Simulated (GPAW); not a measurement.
C₂H₅B: property calculation

C₂H₅B, SMILES BC=C, computed with PBE/real-space grid, scalar-relativistic datasets (GPAW 26.7.0).

The geometry comes from this level: PBE0-D4/def2-TZVP.

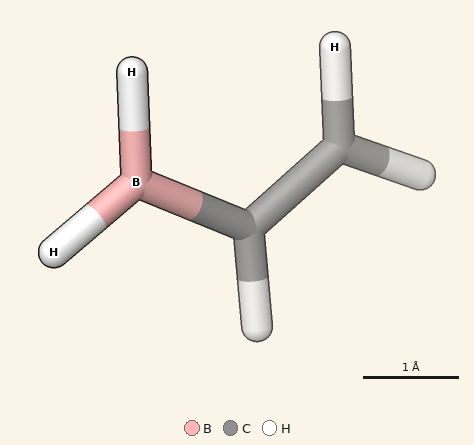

*The structure (stick view, seen at a tilt).*

Bond lengths as drawn: B–C 1.53 Å, B–H 1.20 Å, C–C 1.34 Å and C–H 1.09 Å.

### Input (calc.py)
```python
import numpy as np
from ase.io.zmatrix import parse_zmatrix
from ase.units import Debye
from gpaw import GPAW

# Geometry
atoms = parse_zmatrix("""
B
C 1 1.534493
C 2 1.339262 1 120.51062
H 1 1.198574 2 118.69677 3 -0.03842
H 1 1.196673 4 119.29494 2 179.99234
H 2 1.088618 3 117.7423 1 179.98237
H 3 1.086421 2 120.59647 6 -179.99903
H 3 1.087241 7 116.43976 2 -179.99719
""")
atoms.center(vacuum=4.5)

# Ground state
dft = GPAW(mode='fd', h=0.18, xc='PBE', maxiter=150, txt='-')
atoms.calc = dft

energy = atoms.get_potential_energy()
print(f'Energy                  {energy:.5f} eV')
forces = atoms.get_forces()
print('Forces (eV/Ang)')
for symbol, f in zip(atoms.symbols, forces):
    print(f'{symbol:2} {f[0]:9.4f} {f[1]:9.4f} {f[2]:9.4f}')
dipole = atoms.get_dipole_moment() / Debye
print(f'Dipole = {np.linalg.norm(dipole):.3f} D')
homo, lumo = dft.get_homo_lumo()
print(f'HOMO: {homo:.3f} eV')
print(f'LUMO = {lumo:.3f} eV')
print(f'Gap = {lumo - homo:.3f} eV')
```

Launched with:
```bash
python3 -u calc.py | tee calc.out
```

### The program's output
```
__  _  _
 | _ |_)|_||  |
 |__||  | ||/\| - 26.7.0

units:  Angstrom and eV
cores:  1
OpenMP: False

Versions:
  Python: 3.12.14
  ASE:    3.29.0
  Numpy:  2.5.5
  Scipy:  1.18.1
  Libxc:  7.0.0

        _gpaw.cpython-312-aarch64-linux-gnu.so

Input parameters:
  mode=FD(),
  h=0.18,
  maxiter=150,
  xc=XC(name='PBE')

Diagonalizing LCAO Hamiltonian
Converting LCAO to fd mode
        .-------------------------------.
       /|                               |
      / |                               |
     /  |                               |
    /   |                               |
   /    |                               |
  /     |                               |
 *      |                               |
 |      |             H                 |
 |      |       HB   C C  H             |
 |      |      H      H                 |
 |      .-------------------------------.
 |     /                               /
 |    /                               /
 |   /                               /
 |  /                               /
 | /                               /
 |/                               /
 *-------------------------------*

Atoms  # Å, Bohr magnetons
|   | symbol |        x |        y |        z |    initial magnetic moments |
|---|--------|----------|----------|----------|-----------------------------|
| 0 |      B | 5.134287 | 5.514744 | 4.500541 | ( 0.0000,  0.0000,  0.0000) |
| 1 |      C | 6.668780 | 5.514744 | 4.500541 | ( 0.0000,  0.0000,  0.0000) |
| 2 |      C | 7.348721 | 6.668566 | 4.500541 | ( 0.0000,  0.0000,  0.0000) |
| 3 |      H | 4.558763 | 6.566101 | 4.501246 | ( 0.0000,  0.0000,  0.0000) |
| 4 |      H | 4.500000 | 4.500000 | 4.500000 | ( 0.0000,  0.0000,  0.0000) |
| 5 |      H | 7.241579 | 4.589006 | 4.500244 | ( 0.0000,  0.0000,  0.0000) |
| 6 |      H | 6.823790 | 7.619754 | 4.500844 | ( 0.0000,  0.0000,  0.0000) |
| 7 |      H | 8.434965 | 6.715102 | 4.500293 | ( 0.0000,  0.0000,  0.0000) |

Unit cell  # Å
| periodic |         x |         y |        z |   lengths |    angles |
|----------|-----------|-----------|----------|-----------|-----------|
|       no | 12.934965 |  0.000000 | 0.000000 | 12.934965 | 90.000000 |
|       no |  0.000000 | 12.119754 | 0.000000 | 12.119754 | 90.000000 |
|       no |  0.000000 |  0.000000 | 9.001246 |  9.001246 | 90.000000 |

Number of symmetries: 1
Symmetry operations  # r_c * U_cc + t_c -> r_c
|   | kind |            matrix            |
|---|------|------------------------------|
| 0 |  E   |  1, 0, 0,  0, 1, 0,  0, 0, 1 |

BZ-sampling:
  Number of BZ points: 1
  Number of IBZ points: 1

  Monkhorst-Pack size: [1, 1, 1]
  Monkhorst-Pack shift: [0, 0, 0]

K-points  # in reciprocal-cell coordinates
|   |                                coordinates |     weight |
|---|--------------------------------------------|------------|
| 0 | (  0.00000000,   0.00000000,   0.00000000) | 1.00000000 |

Uniform wave function grid shape: (np.int64(71), np.int64(67), np.int64(51))
Spin-components: 1 (collinear spins)
Bands:           14
Projectors:      30
Spin-degeneracy: 2
Datatype:        float64

  Storage: CPU
  Wave functions: 27_171_984 bytes (27_171_984 per core)

Parallelization:
  kpt:    1
  domain: 1
  band:   1

Density:
  Valence electrons: 16.0
  Components: 1
  Grid points: [72 68 52]
  Charge: 0.0  # |e|

Potential:
  Grid points: [72 68 52]

species:
  B:
    name:    Boron
    Z:       5.0
    valence: 3
    core:    2
    charge:  0.0  # [|e|]
    file:    B.PBE.gz
    compensation charges:
      type: gauss
      rc: 0.20  # [Å]
      lmax: 2
    cutoffs:
      filter: 1.14  # [Å]
      core: 1.38  # [Å]
    projectors
    | kind |    occ | energy [eV] | rcut [Å] |
    |------|--------|-------------|----------|
    |   2s |  2.000 |      -9.443 |    0.635 |
    |   2p |  1.000 |      -3.606 |    0.635 |
    |    s |        |      17.768 |    0.635 |
    |    p |        |      23.605 |    0.635 |
    |    d |        |       0.000 |    0.635 |

    Using partial waves for B as LCAO basis

  C:
    name:    Carbon
    Z:       6.0
    valence: 4
    core:    2
    charge:  0.0  # [|e|]
    file:    C.PBE.gz
    compensation charges:
      type: gauss
      rc: 0.20  # [Å]
      lmax: 2
    cutoffs:
      filter: 1.14  # [Å]
      core: 1.14  # [Å]
    projectors
    | kind |    occ | energy [eV] | rcut [Å] |
    |------|--------|-------------|----------|
    |   2s |  2.000 |     -13.751 |    0.635 |
    |   2p |  2.000 |      -5.284 |    0.635 |
    |    s |        |      13.461 |    0.635 |
    |    p |        |      21.927 |    0.635 |
    |    d |        |       0.000 |    0.635 |

    Using partial waves for C as LCAO basis

  H:
    name:    Hydrogen
    Z:       1.0
    valence: 1
    core:    0
    charge:  0.0  # [|e|]
    file:    H.PBE.gz
    compensation charges:
      type: gauss
      rc: 0.15  # [Å]
      lmax: 2
    cutoffs:
      filter: 0.85  # [Å]
      core: 0.53  # [Å]
    projectors
    | kind |    occ | energy [eV] | rcut [Å] |
    |------|--------|-------------|----------|
    |   1s |  1.000 |      -6.494 |    0.476 |
    |    s |        |      20.717 |    0.476 |
    |    p |        |       0.000 |    0.476 |

    Using partial waves for H as LCAO basis

Reference energy: -2787.196609  # eV

eigensolver:
  PPCG
  Converge bands: occupied
  niter=2

density mixing:
  MSR1-Mixer
  Pratt-step length: 0.05
  Maximum mixing coefficient: 0.75
  Old densities: 10
  SVD Regularization: 0.005
  Good broyden scale: 1.0
  Trust region scale: 1.0
  Backstep threshold: 4.0
  History deletion threshold: 6.0
  Fourier metric: weight=20.0, sigma=0.015

occupation numbers:
  # Zero width

FastPoissonSolver using
    Stencil: 6*3+1=19 point O(h^6) finite-difference Laplacian
    FFT axes: []
    FST axes: [np.int64(2), np.int64(1), np.int64(0)]

xc functional:
  name: PBE with 2 nearest neighbor stencil
interpolation: tri-quintic # 5. degree polynomial

Initialization done in: 1.508 s

convergence criteria:
- Maximum [total energy] change in last 3 cyles: 0.0005 eV / valence electron
- Maximum integral of absolute [dens]ity change: 0.0001 electrons / valence electron
- Maximum integral of absolute [eigenst]ate change: 4e-08 eV^2 / valence electron
maximum number of iterations: 150

SCF iterations
|iter     |     time |      energy | eigst |  dens |
|---------|----------|-------------|-------|-------|
|iter:   1| 00:00:02 |  -45.663612 | +1.38 |       |
|iter:   2| 00:00:03 |  -45.070868 | +0.15 | -0.52 |
|iter:   3| 00:00:05 |  -41.359214 | +0.72 | -0.55 |
|iter:   4| 00:00:06 |  -41.244267 | +0.14 | -1.19 |
|iter:   5| 00:00:07 |  -41.246240 | -0.75 | -1.54 |
|iter:   6| 00:00:08 |  -41.242387c| -1.57 | -1.99 |
|iter:   7| 00:00:09 |  -41.242981c| -2.04 | -2.27 |
|iter:   8| 00:00:10 |  -41.242452c| -2.48 | -2.51 |
|iter:   9| 00:00:11 |  -41.242489c| -3.23 | -3.36 |
|iter:  10| 00:00:12 |  -41.242481c| -4.27 | -3.46 |
|iter:  11| 00:00:13 |  -41.242481c| -4.80 | -3.93 |
|iter:  12| 00:00:14 |  -41.242481c| -5.63 | -4.23c|
|iter:  13| 00:00:15 |  -41.242481c| -6.23 | -4.87c|
|iter:  14| 00:00:16 |  -41.242481c| -7.00 | -4.95c|
|iter:  15| 00:00:17 |  -41.242481c| -7.67c| -5.55c|

Converged in 15 steps
SCF loop duration: 15.042 s (1.003 s/step)
Energy contributions relative to reference atoms: (reference = -2787.196609)

Energy contributions:
  Kinetic:          41.360653
  Coulomb:         -45.860717
  Zero:              0.159596
  External:          0.000000
  Xc:              -36.902012
  Entropy:           0.000000
  Spinorbit:         0.000000
  ----------------------------
  Free energy:     -41.242481
  Extrapolated:    -41.242481

dipole moment: (0.283936, 0.095022, -0.000039)  # |e|*Ang

Fermi level: -5.314
Eigenvalues  # (at kpt = [0.000, 0.000, 0.000])
| band index |      eig [eV] | occ [0-2] |
|------------|---------------|-----------|
|          0 |       -19.225 |     2.000 |
|          1 |       -14.580 |     2.000 |
|          2 |       -12.342 |     2.000 |
|          3 |       -11.089 |     2.000 |
|          4 |        -9.783 |     2.000 |
|          5 |        -7.890 |     2.000 |
|          6 |        -7.754 |     2.000 |
|          7 |        -7.502 |     2.000 |
|          8 |        -3.126 |     0.000 |
|          9 |        -0.197 |     0.000 |
|         10 |        -0.053 |     0.000 |
|         11 |         0.375 |     0.000 |
|         12 |         0.716 |     0.000 |
|         13 |         1.322 |     0.000 |

Gap: 4.376 eV
Transition (v -> c):
  (s=0, k=0, n=7, [0.00, 0.00, 0.00]) -> (s=0, k=0, n=8, [0.00, 0.00, 0.00])
No difference between direct/indirect transitions
vacuum-level: 0.000  # V
Energy                  -41.24248 eV

Forces  # eV/Ang
|        x |        y |        z |
|----------|----------|----------|
|  0.01367 | -0.03220 |  0.00086 |  # B    0
| -0.35840 | -0.28558 | -0.00051 |  # C    1
|  0.21562 |  0.29132 |  0.00042 |  # C    2
| -0.06176 |  0.11249 | -0.00075 |  # H    3
| -0.07042 | -0.10588 | -0.00031 |  # H    4
|  0.12132 | -0.20959 |  0.00018 |  # H    5
| -0.10497 |  0.22049 | -0.00029 |  # H    6
|  0.24204 |  0.02703 | -0.00008 |  # H    7

Force computation time: 0.043  # s
Forces (eV/Ang)
B     0.0137   -0.0322    0.0009
C    -0.3584   -0.2856   -0.0005
C     0.2156    0.2913    0.0004
H    -0.0618    0.1125   -0.0008
H    -0.0704   -0.1059   -0.0003
H     0.1213   -0.2096    0.0002
H    -0.1050    0.2205   -0.0003
H     0.2420    0.0270   -0.0001
Dipole = 1.438 D
HOMO: -7.502 eV
LUMO = -3.126 eV
Gap = 4.376 eV
```

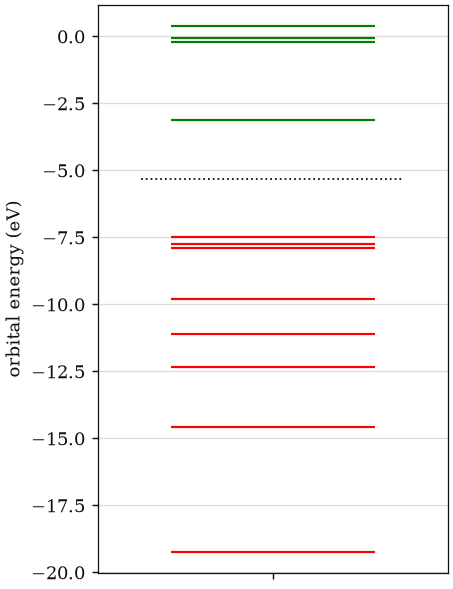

*Orbital energies near the frontier; the dotted line parts filled from empty levels, and levels within 0.02 eV of each other stand side by side.*

Highest filled −7.50 eV, lowest empty −3.13 eV, 4.37 eV apart.

### Results in brief

| quantity | value |
| --- | --- |
| outcome | converged |
| energy relative to the program's reference atoms | −41.2425 eV |
| largest force | 0.458 eV/Å |
| HOMO | −7.50 eV |
| LUMO | −3.13 eV |
| dipole moment | 1.44 D |
| hardware | 1 thread of Arm Neoverse V2, 24 GiB of memory available, shared host |
| wall time | 17 s |
| peak memory | 0.63 GiB |
